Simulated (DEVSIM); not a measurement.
Structure: W/AlN/SiO2/n-Si capacitor, at 300 K.

```csv
layer (left to right),material,thickness (nm),Nd (cm⁻³)
1,AlN,2.50,-
2,SiO2,0.920,-
3,Si,3600,5.2e16
```

Metal gate on the left, work function 4.6 eV. Fixed charge at the semiconductor interface 0 cm⁻² (in units of +e); no interface traps.

This is a model device: material constants are rounded textbook-type values typed into the input, and sizes, dopings and lifetimes were drawn at random. Values at 300 K.

```csv
parameter,AlN,SiO2,Si
gap (eV),6.1,9,1.124
affinity (eV),1.9,0.9,4.05
permittivity,8.5,3.9,11.7
Nc (cm⁻³),-,-,2.86e19
Nv (cm⁻³),-,-,3.1e19
```

Simulated with DEVSIM: 1D Poisson equation in equilibrium, Boltzmann statistics, complete ionisation; no quantum confinement or tunnelling. Metal contacts follow the ideal Schottky-Mott rule: no Fermi-level pinning, no interface dipoles.

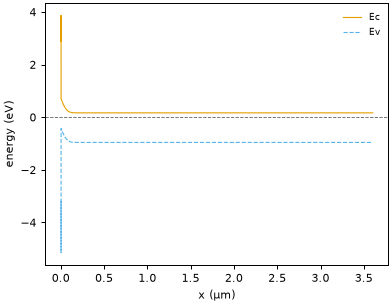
*Band edges at -0.2 V on the gate*

Energies count from the Fermi level of the right contact; mesh points crowd at the junctions.

```tsv
x (μm)	Ec (eV)	Ev (eV)	n (cm⁻³)	p (cm⁻³)	field (V/cm)
0.000	2.900	-3.200	< 1e2	< 1e2	-120000
0.0009341	2.888	-3.212	< 1e2	< 1e2	-120000
0.001869	2.877	-3.223	< 1e2	< 1e2	-120000
0.002737	3.862	-5.138	< 1e2	< 1e2	-270000
0.003501	0.693	-0.431	6.4e7	1.8e12	-90000
0.004967	0.680	-0.444	1.1e8	1.1e12	-89000
0.008161	0.652	-0.472	3.1e8	3.7e11	-86000
0.01913	0.562	-0.561	1.0e10	1.1e10	-78000
0.03903	0.424	-0.700	2.1e12	5.4e7	-62000
0.08518	0.225	-0.899	4.7e15	25000	-25000
0.1830	0.164	-0.960	5.1e16	2300	-220
0.5189	0.163	-0.961	5.2e16	2200	≈ 0
1.128	0.163	-0.961	5.2e16	2200	≈ 0
2.277	0.163	-0.961	5.2e16	2200	≈ 0
3.140	0.163	-0.961	5.2e16	2200	≈ 0
3.392	0.163	-0.961	5.2e16	2200	≈ 0
3.507	0.163	-0.961	5.2e16	2200	≈ 0
3.560	0.163	-0.961	5.2e16	2200	≈ 0
3.589	0.163	-0.961	5.2e16	2200	≈ 0
3.597	0.163	-0.961	5.2e16	2200	≈ 0
3.601	0.163	-0.961	5.2e16	2200	≈ 0
3.603	0.163	-0.961	5.2e16	2200	≈ 0
```
